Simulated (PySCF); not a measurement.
C3H3BFO4 (SMILES C[B-]1(F)OC(=O)C(=O)O1) (charge −1)

Input

```
{"job": {"kind": "uv", "xc": "B3LYP", "basis": "def2-SVPD", "nstates": 8, "ntriplets": 3}, "charge": -1, "multiplicity": 1}
C     -1.753559    -0.048969    -0.477040
B     -0.349226    -0.637657     0.091386
F     -0.438025    -1.979696     0.467007
O      0.170169     0.155403     1.276092
C      1.343862     0.651722     1.013524
O      2.003786     1.345039     1.757255
C      1.742654     0.224820    -0.417967
O      2.768298     0.526952    -0.989005
O      0.779836    -0.497151    -0.912409
H     -1.661428     0.995958    -0.762876
H     -2.073832    -0.611340    -1.350197
H     -2.531336    -0.125766     0.278201
```

Launched as:

```sh
OMP_NUM_THREADS=1 python probes_run.py task.json out
```

Geometry: GFN2-xTB.

These are results of B3LYP/def2-SVPD, SCF density, gas phase (PySCF), not measurements.

**Predict the electron density and electron localisation function between the atoms.**

C–O (1.21 Å): ρ at the midpoint is about 3.3 e/Å³; the ELF peaks at about 0.85 between the atoms (a short, multiple covalent bond).
B–O (1.52 Å): the density is about 1.5 e/Å³ at the midpoint; the ELF peaks at about 0.90 between the atoms; a polar covalent bond.
C–C (1.55 Å): the density is about 1.7 e/Å³ at the midpoint; the ELF peaks at about 0.95 between the atoms: localised, covalent bonding.

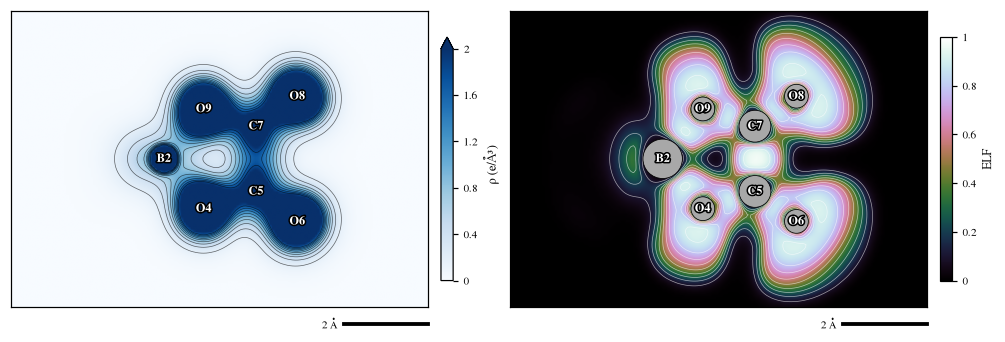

Computed electron density and electron localisation function on the plane of atoms C5, C7 and O8, in this order. Grey discs cover the atomic cores in the ELF map. 
